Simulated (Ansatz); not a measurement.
# MoS (zincblende): response to moved atoms and strain

How does MoS (zincblende) push back when it is distorted? Each run changes the relaxed cell in one way. The start comes from a prototype table, not from a measured structure.

Program: Ansatz 0.2.0. Level of theory: DFT r²SCAN, scalar-relativistic, plane waves, PAW. These are calculated values, not measurements.

2 further runs of the same task are left out: 2 that didn't finish. Runs told in other sessions of the task aren't counted.

### 1 The system as given

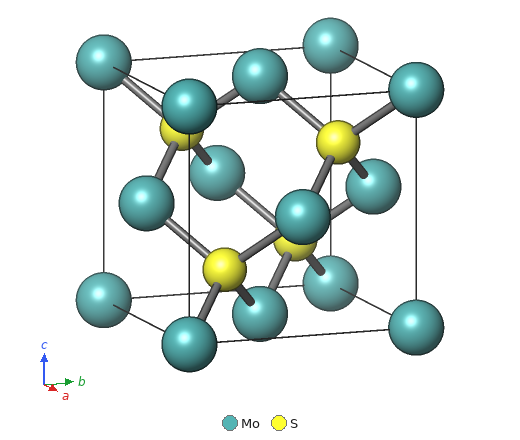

Start, viewed slightly off an axis; molybdenum teal, sulfur yellow. Atoms on the faces are drawn again on the opposite ones. The cell drawn here is the conventional one.

As a file:

```
CELL_PARAMETERS angstrom
0.00000 2.67765 2.67765
2.67765 0.00000 2.67765
2.67765 2.67765 0.00000
ATOMIC_POSITIONS crystal
Mo 0.00000 0.00000 0.00000
S 0.25000 0.25000 0.25000
```

An earlier run at r²SCAN left this cell at 19.198 Å³/atom and 0.12 GPa (12×12×12 mesh).

The changes: atom 1 (Mo) moved 0.12 Å along y; strain e5 = +0.02, atoms carried along.

### 2 Atom 1 (Mo) moved 0.12 Å along y

The input, input.yaml:

```yaml
crystal:
  lattice:
    - [0.0, 2.6776536121, 2.6776536121]
    - [2.6776536121, 0.0, 2.6776536121]
    - [2.6776536121, 2.6776536121, 0.0]
  atoms:
    - { symbol: Mo, position: [0.022407678, -0.022407678, 0.022407678], spin: 0.9 }
    - { symbol: S, position: [0.25, 0.25, 0.25] }
basis:
  ecutwfc: 500
  ecutrho_ratio: 4
kpoints:
  mp_grid: { grid: [12, 12, 12] }
hamiltonian:
  xc: r2scan
scf:
  occupations: { method: gaussian, width: 0.05 }
output:
  forces: true
  stress: true
  eigenvalues: true
  populations: true
  write_density: true
  write_potential: true
  elf: true
  volumetric_format: npy
magnetization:
  spin_polarized: true
checkpoint:
  read: start.run
  write: ck
  compress: false
  write_wavefunctions: false
  write_every: 100000
```

start.run holds the converged state of the cell before the atoms were moved.

Started as:

```
$ ansatz run input.yaml --threads 2 --pin off --max-ram 2662MiB --backend cpu --events-out ev --progress --plain --runs-dir out
```

Log:

```text
Warning: checkpoint.read: the run can stay near the saved state's solution: 1 site(s) moved relative to the saved geometry (max |Δs| = 2.241e-2 fractional); the SCF starts from the saved state under `checkpoint.density_extrapolation: transplant`, in force with no word given. A run without `checkpoint.read` takes nothing of the state. A lower free energy from it at the same positions (and U, V and field ramp, if any), with starting moments typed, shows a solution that this start missed, and an equal or higher one rules none out (checkpoint.read, Limitations, in the input reference)
Warning: RAYON_NUM_THREADS=2 ignored (pool sized by the plan → 2); use --threads N
Engine: ansatz 0.2.0, aarch64-unknown-linux-gnu
Pseudopotentials: kind: paw
Pseudopotential: Mo, paw, valence charge 14, recommended cutoff 500 eV (meta_gga), Mo.paw.azcp
Pseudopotential: S, paw, valence charge 6, recommended cutoff 500 eV (meta_gga), S.paw.azcp
Functional definition: r2SCAN
  parameter k0 = 0.174
  parameter k1 = 0.065
  parameter a1 = 4.9479
  exchange = r2scan_x(k0 = k0, k1 = k1, a1 = a1)
  correlation = r2scan_c
Crystal: 2 atoms, lattice volume = 38.397 Å³
Basis set: ecut = 500 eV, 941 PW (Γ), exchange–correlation on 120×120×120 points (64 copies of the dense FFT grid, shifted against one another)
Bands: 15, of which v1, the nominal top of the filled ones, is band 10 counted from 1 (9 counted from 0)
Symmetry: 4 space group operations
Space group: Imm2 (ITA 44), of the structure as read, at distance tolerance 3.4e-5 Å
Magnetic group: BNS 44.229 (UNI 327), of the structure as read, at distance tolerance 3.4e-5 Å
k-points: 280 of 1728 (time reversal used)
Non-local potential: Mo, projectors of the file, l = 0: 3, l = 1: 2, l = 2: 2, l = 3: 1
Non-local potential: S, projectors of the file, l = 0: 2, l = 1: 2, l = 2: 2
PAW form: soft (Blöchl's): semilocal exchange-correlation on the pseudo side does not see the compensation charge
PAW frozen core: Mo, regenerated for the run's functional (the file was generated under x = pbe(κ = 0.804, μ = 0.2195149727645171), c = pbe(β = 0.06672455060314922))
PAW frozen core: S, regenerated for the run's functional (the file was generated under x = pbe(κ = 0.804, μ = 0.2195149727645171), c = pbe(β = 0.06672455060314922))
PAW one-centre angular grid: Mo, 590 points (default); XC on 160 Gauss nodes
PAW one-centre angular grid: S, 302 points (default); XC on 160 Gauss nodes
Initial density: read from a saved state, or passed on in memory by an earlier SCF of this step, an earlier step, the calling program or the single point that the run made first, carried with its atoms to this geometry
Starting moments: Σ|m| = 0.9 μB on 1 of 2 sites; this step starts from the density that it was given
Initial wavefunctions: pseudopotential atomic-orbital guess
Functional: x = r2scan, c = r2scan; τ floored in thin density (d = 2e-4 eV/Å³)
iter 1 solved again at ethr=1.29e-4 eV; its pass at ethr=3.10e-3 eV (dr2=2.58e-2 eV) is discarded
SCF iter   1: F=—  HF=-5873.073528 eV  |F-HF|=—  |Δ(HF+E_count)|=         —  Δρ=1.24e-2 (↑1.24e-2 ↓6.70e-3)  dr2=2.59e-2  dr2_τ=3.33e-1  dr2_m=2.03e-2  M=1.201 μB ∫|m|=1.263 μB  β_m=1.20  ethr=1.29e-4  ⟨swp⟩=1.0  Hψ=62311  notcnv=0
preconditioner: auto → Kerker (q_TF=auto, 2.447 Å⁻¹)  [metal: Δε(μ)=0.005 eV  Ē_g=9.767 eV  σ=0.050 eV  W_gap=0.05  n_scr=14 (ndim 8)  ℏωp=20.8 eV  f_vac=0.000  D(μ)=1.85/eV (n_scr^D=14)]
spin=Collinear: Kerker preconditioning applied to the charge; magnetization (m = ρ↑ − ρ↓) channel mixes plain (no charge-response kernel on spin).
SCF iter   2: F=—  HF=-5873.482835 eV  |F-HF|=—  |Δ(HF+E_count)|=   4.09e-1  Δρ=5.15e-3 (↑5.15e-3 ↓4.89e-3)  dr2=1.41e-2  dr2_τ=3.91e-4  dr2_m=3.57e-4  M=1.173 μB ∫|m|=1.239 μB  β_m=1.20  ethr=1.29e-4  ⟨swp⟩=3.0  Hψ=19360  notcnv=0  κ⁻¹=1.0e0(r=1)
SCF iter   3: F=—  HF=-5873.486108 eV  |F-HF|=—  |Δ(HF+E_count)|=   3.27e-3  Δρ=3.72e-3 (↑3.72e-3 ↓3.66e-3)  dr2=8.02e-3  dr2_τ=1.98e-4  dr2_m=4.46e-5  M=1.164 μB ∫|m|=1.229 μB  β_m=1.20  ethr=7.05e-5  ⟨swp⟩=1.0  Hψ=8425  notcnv=0  κ⁻¹=3.5e-3(r=2)
SCF iter   4: F=—  HF=-5873.489484 eV  |F-HF|=—  |Δ(HF+E_count)|=   3.38e-3  Δρ=1.03e-3 (↑8.60e-4 ↓1.03e-3)  dr2=5.90e-4  dr2_τ=2.07e-5  dr2_m=3.34e-5  M=1.151 μB ∫|m|=1.214 μB  β_m=1.20  ethr=4.01e-5  ⟨swp⟩=2.4  Hψ=15235  notcnv=0  κ⁻¹=7.6e-4(r=3)
SCF iter   5: F=—  HF=-5873.490094 eV  |F-HF|=—  |Δ(HF+E_count)|=   6.10e-4  Δρ=5.00e-4 (↑3.72e-4 ↓5.00e-4)  dr2=1.37e-4  dr2_τ=3.77e-6  dr2_m=9.89e-6  M=1.147 μB ∫|m|=1.211 μB  β_m=1.20  ethr=2.95e-6  ⟨swp⟩=2.5  Hψ=13557  notcnv=0  κ⁻¹=1.7e-4(r=4)
SCF iter   6: F=—  HF=-5873.490269 eV  |F-HF|=—  |Δ(HF+E_count)|=   1.76e-4  Δρ=2.56e-4 (↑2.43e-4 ↓2.56e-4)  dr2=5.67e-5  dr2_τ=9.78e-7  dr2_m=5.25e-7  M=1.146 μB ∫|m|=1.209 μB  β_m=1.20  ethr=6.84e-7  ⟨swp⟩=2.0  Hψ=13922  notcnv=0  κ⁻¹=2.9e-5(r=5)
SCF iter   7: F=—  HF=-5873.490318 eV  |F-HF|=—  |Δ(HF+E_count)|=   4.85e-5  Δρ=1.34e-4 (↑1.34e-4 ↓9.81e-5)  dr2=1.51e-5  dr2_τ=2.07e-7  dr2_m=6.36e-7  M=1.145 μB ∫|m|=1.208 μB  β_m=1.20  ethr=2.84e-7  ⟨swp⟩=2.4  Hψ=13743  notcnv=0  κ⁻¹=1.2e-5(r=6)
SCF iter   8: F=—  HF=-5873.490336 eV  |F-HF|=—  |Δ(HF+E_count)|=   1.78e-5  Δρ=6.07e-5 (↑6.07e-5 ↓4.91e-5)  dr2=3.26e-6  dr2_τ=4.84e-8  dr2_m=1.85e-7  M=1.144 μB ∫|m|=1.207 μB  β_m=1.20  ethr=7.53e-8  ⟨swp⟩=2.8  Hψ=13830  notcnv=0  κ⁻¹=2.7e-6(r=7)
SCF iter   9: F=—  HF=-5873.490338 eV  |F-HF|=—  |Δ(HF+E_count)|=   2.69e-6  Δρ=3.16e-5 (↑3.16e-5 ↓3.16e-5)  dr2=1.17e-6  dr2_τ=1.45e-8  dr2_m=2.68e-8  M=1.143 μB ∫|m|=1.206 μB  β_m=1.20  ethr=1.63e-8  ⟨swp⟩=2.0  Hψ=13982  notcnv=0  κ⁻¹=8.2e-7(r=8)
SCF iter  10: F=—  HF=-5873.490339 eV  |F-HF|=—  |Δ(HF+E_count)|=   6.81e-7  Δρ=1.77e-5 (↑1.73e-5 ↓1.77e-5)  dr2=4.27e-7  dr2_τ=3.79e-9  dr2_m=1.54e-8  M=1.143 μB ∫|m|=1.206 μB  β_m=1.20  ethr=5.86e-9  ⟨swp⟩=2.1  Hψ=12322  notcnv=0  κ⁻¹=1.5e-5(r=8)
SCF iter  11: F=—  HF=-5873.490340 eV  |F-HF|=—  |Δ(HF+E_count)|=   4.99e-7  Δρ=1.03e-5 (↑1.03e-5 ↓9.24e-6)  dr2=1.52e-7  dr2_τ=7.19e-10  dr2_m=1.75e-9  M=1.142 μB ∫|m|=1.205 μB  β_m=1.20  ethr=2.14e-9  ⟨swp⟩=2.4  Hψ=13305  notcnv=0  κ⁻¹=4.6e-6(r=8)
SCF iter  12: F=—  HF=-5873.490340 eV  |F-HF|=—  |Δ(HF+E_count)|=   1.22e-7  Δρ=5.96e-6 (↑5.39e-6 ↓5.96e-6)  dr2=4.32e-8  dr2_τ=2.78e-10  dr2_m=1.91e-9  M=1.142 μB ∫|m|=1.205 μB  β_m=1.20  ethr=5.00e-10  ⟨swp⟩=9.5  Hψ=52696  notcnv=0  κ⁻¹=4.9e-5(r=8)
SCF iter  13: F=-5873.490340 eV  HF=-5873.490340 eV  |F-HF|=1.48e-8  |Δ(HF+E_count)|=   1.78e-8  Δρ=3.42e-6 (↑3.22e-6 ↓3.42e-6)  dr2=1.21e-8  dr2_τ=1.12e-10  dr2_m=6.67e-10  M=1.142 μB ∫|m|=1.205 μB  ethr=2.16e-10  ⟨swp⟩=8.6  Hψ=48905  notcnv=0
SCF 1 converged in 13 iterations: F = -5873.490340 eV  dr2 = 1.21e-8
this state was not tested for a lower state beside it, because the mixer in use, unlike msr1, does not test its closes by its own steps (another_mixer; see scf.mixing.algorithm and scf.lower_state_search)
SCF converged after 13 iterations
Magnetization: 1.1424 μB (10.5712 up, 9.4288 down)
Absolute magnetization: 1.2057 μB (∫|ρ↑−ρ↓|, with the PAW one-centre terms)
Spin contamination: 0.0278 ħ² per cell (⟨S²⟩ above its minimum at these occupations)
Per-site moments (μB) at R_I (Å): [(0.734027046950207, 0.9288537587514756), (0.002399582255637243, 0.9288537587514756)]
Free energy (F): -5873.490340 eV
Harris-Foulkes:  -5873.490340 eV  (|F-HF|=1.48e-8)
Internal energy: -5873.488000 eV  (E = F + TS)
E sigma→0 (E₀):  -5873.489170 eV
Entropy (-TS):   -0.002339 eV (-1.170 meV/atom)
Fermi energy:    12.097276 eV
--- Per-component energies (eV) ---
  E_band       = -171.116352
  E_kinetic    = 551.589382
  E_local      = -1363.489546  (includes V_loc(G=0)·N_el)
  E_nonlocal   = 173.059374
  E_hartree    = 474.221725
  E_xc         = -270.206237
  E_vxc        = -350.614652  (∫ρ·V_xc dr)
  E_paw        = -3828.096336  (= ΣΔE_a)
  E_vpaw       = -151.465455  (= ΣTr[D̂ρ^β])
  E_aug_tail   = 0.000004  (compensation charges beyond the density's cutoff)
  E_vtau       = 21.361519  (kinetic-family band-sum trace: ∫τ·v_τ [+ j·A + Jᵃ·Aᵃ] dr)
  E_ewald      = -1610.235395
  E_core_change = -0.330970  (= ΣΔE_core)
  E_smearing   = -0.002339  (= −TS)
  E_closure    = 0.000000  (closes the sum)
  Σ components = -5873.490340   (vs F -5873.490340, Δ=0.00e0)
--- Forces (eV/Å), atoms counted from 1 ---
  atom   1  Mo     0.00000000    -1.55293921    -0.00000000
  atom   2  S     -0.00000000     1.55300646     0.00000000
  max |Σ_I F_I| component: 6.72e-5 eV/Å
--- Stress (GPa, compression-positive) ---
        1.402120      -0.000000       8.832890
       -0.000000      -0.491505      -0.000000
        8.832890      -0.000000       1.402120
  P = ⅓ Tr σ = 0.7709 GPa (7.709 kbar)
--- Band table (eV; the first three rows and the last of 560) ---
  k-point 0 ↑: bands = ["-51.2039", "-24.7042", "-24.6750", "-24.6666", "-3.7352", "5.7535", "5.9307", "6.1834", "10.4863", "10.5468", "13.6758", "15.8846", "16.6753", "17.0992", "20.1797"]
  k-point 1 ↑: bands = ["-51.2035", "-24.7053", "-24.6793", "-24.6702", "-3.6842", "5.7921", "5.9093", "6.1454", "10.4660", "10.5352", "13.9421", "15.7540", "16.6094", "17.0165", "20.1991"]
  k-point 2 ↑: bands = ["-51.2023", "-24.7082", "-24.6967", "-24.6746", "-3.5443", "5.7972", "5.8947", "6.1272", "10.4368", "10.5387", "14.4871", "15.4159", "16.4908", "16.7138", "19.3413"]
  k-point 279 ↓: bands = ["-50.3986", "-23.9052", "-23.8806", "-23.7160", "-2.6474", "5.1753", "7.2601", "7.7098", "10.3953", "12.8650", "12.9494", "13.3339", "13.4947", "19.4980", "20.8486"]
--- Löwdin populations: 2 sites ---
  site symbol       q [e]    m [muB]
     0     Mo     13.8630     1.1461
     1      S      5.9326    -0.0288
  spilling = 0.010224 (of n_electrons = 20.000000)
```

Run time: 52 s. Hardware: 2 threads of Arm Neoverse V2, shared host; peak memory 0.79 GiB.

In short: volume 19.198 Å³/atom, pressure 0.77 GPa, no gap, spin moments in the atoms' spheres Mo 0.73 μB.

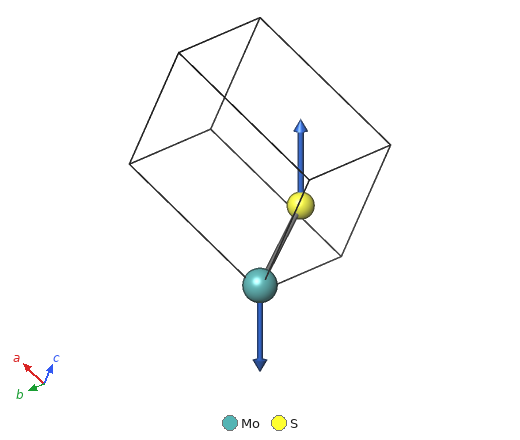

Forces on the atoms; the longest arrow is 1.55 eV/Å.

Axes a, b and c in the maps are those of this run's conventional cell (a, b, c = 3.787, 3.787, 5.355 Å).

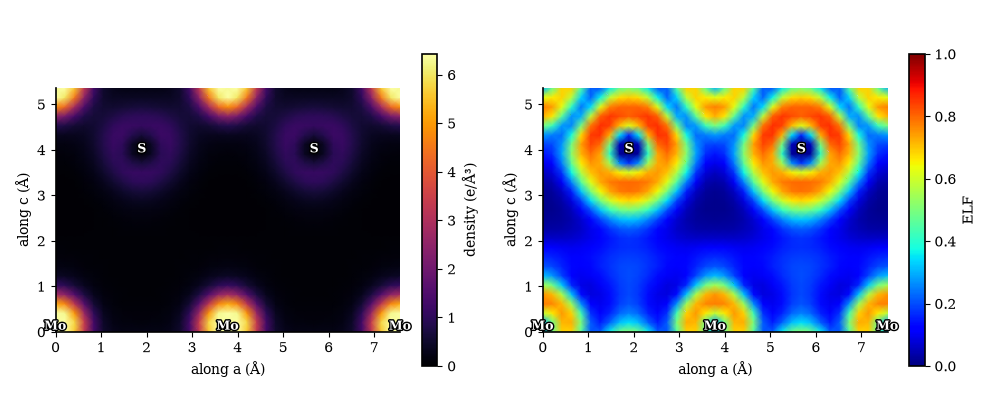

Density (left) and ELF (right) in a lattice plane of the grid's cell (edges 3.79 and 5.36 Å, at 0.000 of the third edge), which holds Mo and S. Only atoms in the plane are labelled. Both are smooth fields of the valence electrons: close to the nuclei they are not physical.

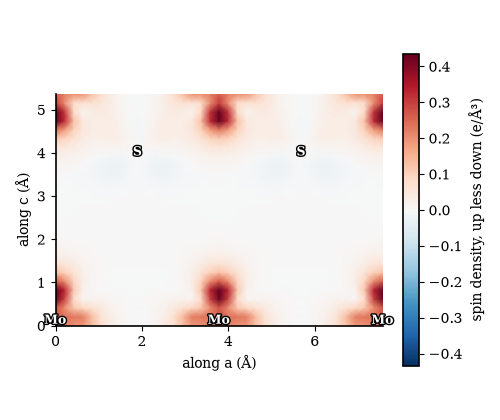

Spin density in a lattice plane of the grid's cell (edges 3.79 and 5.36 Å, at 0.000 of the third edge), which holds Mo and S.

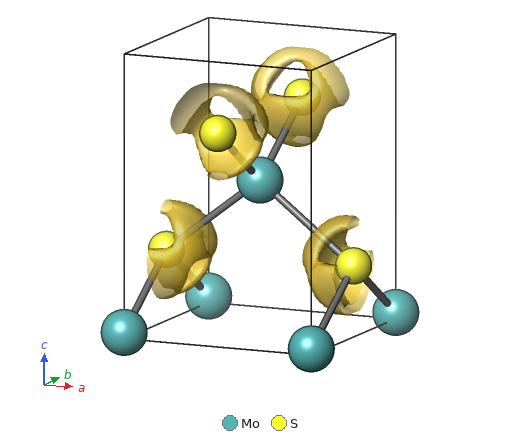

Surface of ELF = 0.80, drawn in one cell.

Outside the cores ELF peaks at 0.86 on the S–Mo line, 0.7 Å from S; 0.86 in the shell around S, 0.7 Å from S.

### 3 Strain e5 = +0.02, atoms carried along

The input, input.yaml:

```yaml
crystal:
  lattice:
    - [0.0267765361, 2.6776536121, 2.6776536121]
    - [2.7044301482, 0.0, 2.7044301482]
    - [2.6776536121, 2.6776536121, 0.0267765361]
  atoms:
    - { symbol: Mo, position: [0.0, 0.0, 0.0], spin: 0.9 }
    - { symbol: S, position: [0.25, 0.25, 0.25] }
basis:
  ecutwfc: 500
  ecutrho_ratio: 4
kpoints:
  mp_grid: { grid: [12, 12, 12] }
hamiltonian:
  xc: r2scan
scf:
  occupations: { method: gaussian, width: 0.05 }
output:
  forces: true
  stress: true
  eigenvalues: true
  populations: true
magnetization:
  spin_polarized: true
```

Started as:

```
$ ansatz run input.yaml --threads 2 --pin off --max-ram 2662MiB --backend cpu --events-out ev --progress --plain --runs-dir out
```

Log, shortened:

```text
Warning: RAYON_NUM_THREADS=2 ignored (pool sized by the plan → 2); use --threads N
[...]
[... 4 set-up lines as earlier in the session ...]
[...]
Crystal: 2 atoms, lattice volume = 38.393 Å³
Basis set: ecut = 500 eV, 949 PW (Γ), exchange–correlation on 120×120×120 points (64 copies of the dense FFT grid, shifted against one another)
Bands: 15, of which v1, the nominal top of the filled ones, is band 10 counted from 1 (9 counted from 0)
[... 2 set-up lines as earlier in the session ...]
Magnetic group: BNS 44.229 (UNI 327), of the structure as read, at distance tolerance 3.4e-5 Å
k-points: 280 of 1728 (time reversal used)
[...]
Per-site moments (μB) at R_I (Å): [(0.8065599060327965, 0.9501865513802734), (0.006677477098716276, 0.9501865513802734)]
Free energy (F): -5873.583231 eV
[...]
E sigma→0 (E₀):  -5873.582484 eV
Entropy (-TS):   -0.001495 eV (-0.747 meV/atom)
Fermi energy:    12.133428 eV
[...]
--- Forces (eV/Å), atoms counted from 1 ---
  atom   1  Mo    -0.00000000     0.34349260    -0.00000000
  atom   2  S      0.00000000    -0.34350206     0.00000000
[...]
--- Stress (GPa, compression-positive) ---
        0.176750      -0.000000      -2.029767
       -0.000000       0.216363       0.000000
       -2.029767       0.000000       0.176750
  P = ⅓ Tr σ = 0.1900 GPa (1.900 kbar)
--- Band table (eV; the first three rows and the last of 560) ---
  k-point 0 ↑: bands = ["-51.2359", "-24.7204", "-24.7107", "-24.7044", "-3.7249", "5.9238", "5.9421", "5.9650", "10.4674", "10.4681", "13.7392", "16.4749", "16.5009", "16.5322", "20.1986"]
[...]
--- Löwdin populations: 2 sites ---
  site symbol       q [e]    m [muB]
     0     Mo     13.8496     1.2245
     1      S      5.9445    -0.0265
  spilling = 0.010292 (of n_electrons = 20.000000)
```

Run time: 53 s. Hardware: 2 threads of Arm Neoverse V2, shared host; peak memory 0.8 GiB.

This gives: volume 19.196 Å³/atom, pressure 0.19 GPa, no gap, spin moments in the atoms' spheres Mo 0.81 μB.

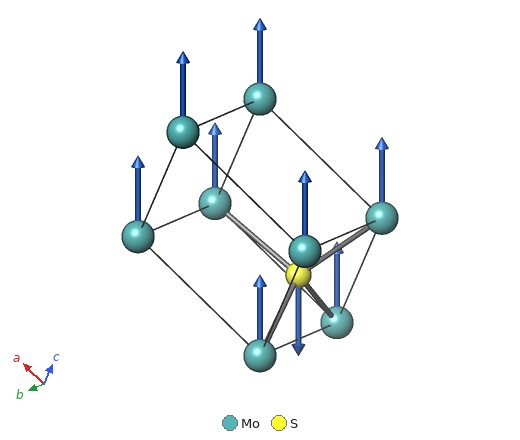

Forces on the atoms; the longest arrow is 0.34 eV/Å.

### 4 Results

| change | change of free energy (meV/atom) | largest force (eV/Å) | largest change of stress (GPa) |
| --- | --- | --- | --- |
| atom 1 (Mo) moved 0.12 Å along y | 48.88 | 1.553 | 8.83 |
| strain e5 = +0.02, atoms carried along | 2.43 | 0.344 | 2.03 |

Moving atom 1 by 0.12 Å meets a restoring force of 1.553 eV/Å along the move, a force constant of about 12.9 eV/Å². The strain e5 = +0.02 changes that stress component by -2.03 GPa (compression positive), a ratio of 101 GPa; that is a secant over a finite strain with the atoms carried along, not the elastic constant. No change lowers the energy by more than 0.5 meV/atom; other distortions weren't tried.
